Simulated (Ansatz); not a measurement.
## A ladder of methods for [BH4]− (borohydride)

The species is [BH4]− (5 atoms), meant as a singlet with charge -1. As SMILES, `[BH4-]`. Geometry: relaxed at GFN2-xTB.

```xyz
5

B     0.0001    0.0002   -0.0001
H     0.6837    0.9970    0.2177
H     0.7263   -0.9885   -0.0671
H    -0.6004    0.1397   -1.0634
H    -0.8097   -0.1484    0.9129
```

Quantity: the energy change with the B1–H2 bond stretched from 1.228 to 2.456 Å, in eV. The values are calculated.

```json
{"level": "SVWN5/3-21G (restricted)", "kind": "LDA", "program": "Ansatz", "value (eV)": "2.81", "less FCI/3-21G": "+0.25", "CPU time (all runs)": "0.9 s"}
{"level": "BLYP/3-21G (restricted)", "kind": "GGA", "program": "Ansatz", "value (eV)": "2.55", "less FCI/3-21G": "-0.01", "CPU time (all runs)": "1.5 s"}
{"level": "r2SCAN/3-21G (restricted)", "kind": "meta-GGA", "program": "Ansatz", "value (eV)": "2.80", "less FCI/3-21G": "+0.24", "CPU time (all runs)": "2.8 s"}
{"level": "PBE0/3-21G (restricted)", "kind": "global hybrid", "program": "Ansatz", "value (eV)": "2.88", "less FCI/3-21G": "+0.32", "CPU time (all runs)": "1.6 s"}
{"level": "wB97X/3-21G (restricted)", "kind": "range-separated hybrid", "program": "Ansatz", "value (eV)": "2.98", "less FCI/3-21G": "+0.42", "CPU time (all runs)": "6.8 s"}
{"level": "B2PLYP/3-21G (restricted)", "kind": "double hybrid", "program": "Ansatz", "value (eV)": "2.80", "less FCI/3-21G": "+0.24", "CPU time (all runs)": "2.5 s"}
{"level": "BCCD(T)/3-21G (restricted)", "kind": "coupled cluster or CI", "program": "Ansatz", "value (eV)": "2.56", "less FCI/3-21G": "0.00", "CPU time (all runs)": "0.45 s"}
{"level": "FCI/3-21G", "kind": "exact in the basis", "program": "Ansatz", "value (eV)": "2.56", "less FCI/3-21G": "0.00", "CPU time (all runs)": "26 s"}
```

FCI/3-21G is exact within its basis and frozen core, so for wave-function methods in that basis the difference is their error; functionals converge differently with the basis, so for them it is only a difference. Sets without diffuse functions describe the anion poorly. The first shape isn't each level's own minimum. The values span 2.55 to 2.98 eV. All rows use very small basis sets, so even the best lies far from the true value. CPU times are rough (shared hosts, several kinds of processor): they show what a rung costs within a factor of a few.

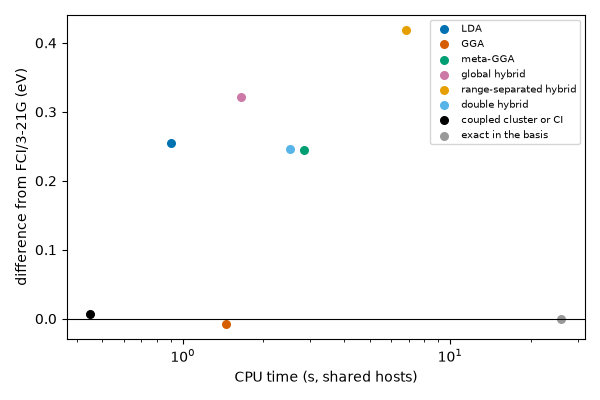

Difference from FCI/3-21G against processor time, one point a level.
